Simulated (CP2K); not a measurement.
**PM6 run of BCNCl2 (SMILES N#CB(Cl)Cl)**

What is the energy difference between two shapes of BCNCl2 at PM6? 

The results are computed with CP2K 2026.2.

3 further runs of the same task are left out: 2 that didn't finish, 1 set aside as unsound or not needed.

## Step 1: The structure to begin with

The species is BCNCl2 (5 atoms), meant as a singlet with charge 0. SMILES: `N#CB(Cl)Cl`. Geometry: relaxed at GFN2-xTB.

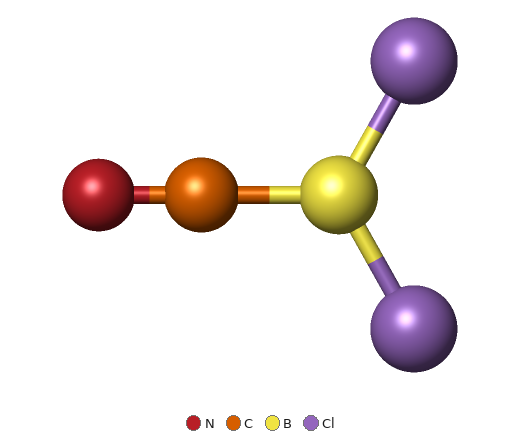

The structure, seen from a chosen angle (nitrogen red, carbon orange, boron yellow, chlorine purple).

## Step 2: Energy and gradient at PM6

The input, molecule.xyz:

```xyz
5

N      1.415760    -1.011180     1.298040
C      0.668060    -0.476740     0.612520
B     -0.329860     0.236160    -0.302530
Cl    -1.689310    -0.623300    -0.889420
Cl    -0.064640     1.875040    -0.718610
```

The input, job.inp:

```
&FORCE_EVAL
  METHOD QUICKSTEP
  &DFT
    &QS
      METHOD PM6
      EPS_DEFAULT 1.0E-10
      &SE
        &COULOMB
          CUTOFF [angstrom] 50
          RC_RANGE [angstrom] 0
        &END
        &EXCHANGE
          CUTOFF [angstrom] 50
          RC_RANGE [angstrom] 0
        &END
      &END
    &END
    &POISSON
      PERIODIC NONE
      POISSON_SOLVER ANALYTIC
    &END
    &SCF
      SCF_GUESS ATOMIC
      EPS_SCF 1.0E-06
      MAX_SCF 150
      ADDED_MOS 8
      &DIAGONALIZATION
        ALGORITHM STANDARD
      &END
      &MIXING
        METHOD DIRECT_P_MIXING
        ALPHA 0.4
      &END
    &END
    &PRINT
      &MOMENTS
        PERIODIC F
        REFERENCE COM
        MAX_MOMENT 1
      &END
      &MO ON
        ENERGIES T
        OCCUPATION_NUMBERS T
        NDIGITS 6
        &EACH
          QS_SCF 0
        &END
        ADD_LAST NUMERIC
      &END
      &HIRSHFELD OFF
      &END
    &END
  &END
  &SUBSYS
    &CELL
      ABC 13.1 12.9 12.2
      PERIODIC NONE
    &END
    &TOPOLOGY
      COORD_FILE_NAME molecule.xyz
      COORD_FILE_FORMAT XYZ
      &CENTER_COORDINATES
      &END
    &END
  &END
  &PRINT
    &FORCES ON
    &END
  &END
&END

&GLOBAL
  PROJECT_NAME job
  RUN_TYPE ENERGY_FORCE
  PRINT_LEVEL MEDIUM
&END
```

On the command line:

```sh
$ OMP_NUM_THREADS=1 cp2k.psmp job.inp > job.out
```

The program printed:

```text
CP2K| version string:                                       CP2K version 2026.2
[...]
 GLOBAL| Method name                                                        CP2K
[...]
 GLOBAL| Run type                                                   ENERGY_FORCE
[...]
                             - Atoms:                                          5
[...]
                             - Spherical basis functions:                     30
[...]
 Number of electrons:                                                         26
[...]
     1 P_Mix/Diag. 0.40E+00    0.0     0.62136839       -27.7667961215 -2.78E+01
[...]
    16 DIIS/Diag.  0.22E-06    0.0     0.00000040       -31.8819370716 -2.18E-11
  *** SCF run converged in    16 steps ***
  Core-core repulsion energy [eV]:                           1358.44072962439259
  Core Hamiltonian energy [eV]:                             -1366.00776314135442
  Two-electron integral energy [eV]:                        -1719.96918845994878
  Electronic energy [eV]:                                   -2225.99235737132904
  Total energy [eV]:                                         -867.55162774693622
  Atomic reference energy [eV]:                               866.21785412080590
  Heat of formation [kcal/mol]:                               -30.75755293921755
[...]
 SE_DIPOLE| Moment [Debye]          1.48712853      -1.06875441       1.36547258
 SE_DIPOLE| Derivative [a.u.]       0.00000000       0.00000000       0.00000000
 ENERGY| Total FORCE_EVAL ( QS ) energy [hartree]            -31.881937071639666
 FORCES| Atomic forces [hartree/bohr]
 FORCES|   Atom     x               y               z               |f|
 FORCES|      1  1.22759049E-02 -8.77497310E-03  1.12604356E-02   1.88280484E-02
 FORCES|      2 -9.75988866E-03  7.03835397E-03 -8.97408962E-03   1.50109339E-02
 FORCES|      3  1.20410577E-03 -1.11279277E-03  1.18613184E-03   2.02363217E-03
 FORCES|      4 -4.20659088E-03 -2.21373670E-03 -1.97209741E-03   5.14637787E-03
 FORCES|      5  4.86468863E-04  5.06314860E-03 -1.50038044E-03   5.30313748E-03
 FORCES| Sum     4.85722573E-16  0.00000000E+00  2.77555756E-17
 FORCES| Total atomic force                                       4.86514943E-16
[...]
```

Run time: 0.47 s. Hardware: 1 thread of Arm Neoverse N1, shared host; peak memory 0.14 GiB.

## Step 3: The distorted shape

The input, molecule.xyz:

```xyz
5

N      1.396682    -1.032980     1.290011
C      0.657772    -0.462951     0.619919
B     -0.332460     0.219070    -0.319706
Cl    -1.702643    -0.609899    -0.908435
Cl    -0.070948     1.898718    -0.705722
```

The input, mol.inp:

```
&FORCE_EVAL
  METHOD QS
  &DFT
    &QS
      METHOD PM6
      EPS_DEFAULT 1.0E-10
      &SE
        &COULOMB
          CUTOFF [angstrom] 50
          RC_RANGE [angstrom] 0
        &END
        &EXCHANGE
          CUTOFF [angstrom] 50
          RC_RANGE [angstrom] 0
        &END
      &END
    &END
    &POISSON
      PERIODIC NONE
      POISSON_SOLVER ANALYTIC
    &END
    &SCF
      SCF_GUESS ATOMIC
      EPS_SCF 1.0E-06
      MAX_SCF 150
      ADDED_MOS 8
      &DIAGONALIZATION
        ALGORITHM STANDARD
      &END
      &MIXING
        METHOD DIRECT_P_MIXING
        ALPHA 0.4
      &END
    &END
    &PRINT
      &MOMENTS
        PERIODIC F
        REFERENCE COM
        MAX_MOMENT 1
      &END
      &MO ON
        ENERGIES T
        OCCUPATION_NUMBERS T
        NDIGITS 6
        &EACH
          QS_SCF 0
        &END
        ADD_LAST NUMERIC
      &END
      &HIRSHFELD OFF
      &END
    &END
  &END
  &SUBSYS
    &CELL
      ABC 13.1 12.9 12.2
      PERIODIC NONE
    &END
    &TOPOLOGY
      COORD_FILE_NAME molecule.xyz
      COORD_FILE_FORMAT XYZ
      &CENTER_COORDINATES
      &END
    &END
  &END
  &PRINT
    &FORCES ON
    &END
  &END
&END

&GLOBAL
  PROJECT mol
  RUN_TYPE ENERGY_FORCE
  PRINT_LEVEL MEDIUM
&END
```

On the command line:

```sh
$ OMP_NUM_THREADS=1 cp2k.psmp -i mol.inp -o mol.out
```

The program printed:

```text
CP2K| version string:                                       CP2K version 2026.2
[...]
 GLOBAL| Method name                                                        CP2K
[...]
 GLOBAL| Run type                                                   ENERGY_FORCE
[...]
                             - Atoms:                                          5
[...]
                             - Spherical basis functions:                     30
[...]
 Number of electrons:                                                         26
[...]
     1 P_Mix/Diag. 0.40E+00    0.0     0.59665313       -27.7784155822 -2.78E+01
[...]
    16 DIIS/Diag.  0.21E-06    0.0     0.00000036       -31.8815220627 -2.01E-11
  *** SCF run converged in    16 steps ***
  Core-core repulsion energy [eV]:                           1354.52861526031575
  Core Hamiltonian energy [eV]:                             -1366.26088915478954
  Two-electron integral energy [eV]:                        -1711.61612177094776
  Electronic energy [eV]:                                   -2222.06895004026319
  Total energy [eV]:                                         -867.54033477994767
  Atomic reference energy [eV]:                               866.21785412080590
  Heat of formation [kcal/mol]:                               -30.49713091318124
[...]
 SE_DIPOLE| Moment [Debye]          1.53009818      -0.75254596       1.36865439
 SE_DIPOLE| Derivative [a.u.]       0.00000000       0.00000000       0.00000000
 ENERGY| Total FORCE_EVAL ( QS ) energy [hartree]            -31.881522062720876
 FORCES| Atomic forces [hartree/bohr]
 FORCES|   Atom     x               y               z               |f|
 FORCES|      1  8.97797273E-03 -4.45933101E-03  9.31758997E-03   1.36860188E-02
 FORCES|      2 -5.81943696E-03 -1.06972984E-03 -8.21689039E-03   1.01255842E-02
 FORCES|      3  1.89521439E-03  1.66039020E-02  1.17363821E-03   1.67528752E-02
 FORCES|      4 -3.67359770E-03 -3.13877346E-03 -2.63492505E-03   5.50363961E-03
 FORCES|      5 -1.38015246E-03 -7.93606772E-03  3.60587257E-04   8.06325089E-03
 FORCES| Sum    -2.91433544E-16  2.77555756E-16  4.44089210E-16
 FORCES| Total atomic force                                       5.99321228E-16
[...]
```

Wall time 0.45 s (1 thread of Arm Neoverse N1, shared host); peak memory 0.14 GiB.

## Step 4: What came out

Level: PM6.

```
                                                  quantity           value
                                 first shape: total energy    -31.88194 Eh
                                first shape: dipole moment          2.28 D
                                  first shape: HOMO energy       -11.72 eV
                                  first shape: LUMO energy        -1.33 eV
                                first shape: HOMO–LUMO gap        10.39 eV
    first shape: heat of formation at this unrelaxed shape  -30.8 kcal/mol
                     first shape: largest force on an atom      0.968 eV/Å
                             distorted shape: total energy    -31.88152 Eh
                            distorted shape: dipole moment          2.19 D
                              distorted shape: HOMO energy       -11.73 eV
                              distorted shape: LUMO energy        -1.40 eV
                            distorted shape: HOMO–LUMO gap        10.33 eV
distorted shape: heat of formation at this unrelaxed shape  -30.5 kcal/mol
                 distorted shape: largest force on an atom      0.861 eV/Å
                    energy change with the atoms displaced        0.011 eV
```

What this shows: With the atoms displaced the energy rises by 0.01 eV (1.1 kJ/mol). The first shape isn't relaxed at this level, so the change isn't measured from a minimum. The largest force (first shape) is 0.97 eV/Å: the shape isn't a stationary point for this species at this level.
